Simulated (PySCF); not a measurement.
Ionisation energy of Kr⁺ ([Ar] 3d¹⁰ 4s² 4p⁵ → [Ar] 3d¹⁰ 4s² 4p⁴). PySCF, def2-QZVPPD, non-relativistic, unrestricted single determinants, no spin-orbit coupling. Methods marked “valence” freeze 28 core electrons; methods marked “subvalence” freeze 10 core electrons.

By method:

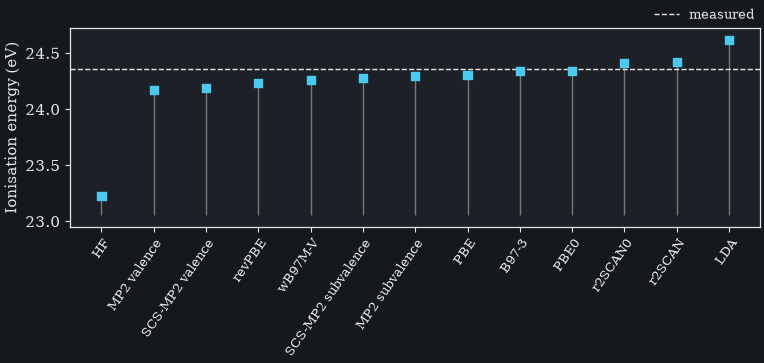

| Method | Ionisation energy (eV) |
| --- | --- |
| HF | 23.22 |
| LDA | 24.61 |
| PBE | 24.30 |
| PBE0 | 24.34 |
| r2SCAN | 24.42 |
| wB97M-V | 24.26 |
| r2SCAN0 | 24.41 |
| revPBE | 24.23 |
| B97-3 | 24.34 |
| MP2 valence | 24.17 |
| SCS-MP2 valence | 24.19 |
| MP2 subvalence | 24.29 |
| SCS-MP2 subvalence | 24.28 |

The values run from 23.22 eV (HF) to 24.61 eV (LDA). The measured value is 24.36 eV; nearest to it come PBE0 (−0.02) and B97-3 (−0.02), furthest HF (−1.14 eV). These values lack spin-orbit coupling; with the first-order correction of −0.021 eV added, r2SCAN0 comes nearest (+0.03).

Note: relativistic shift absent.
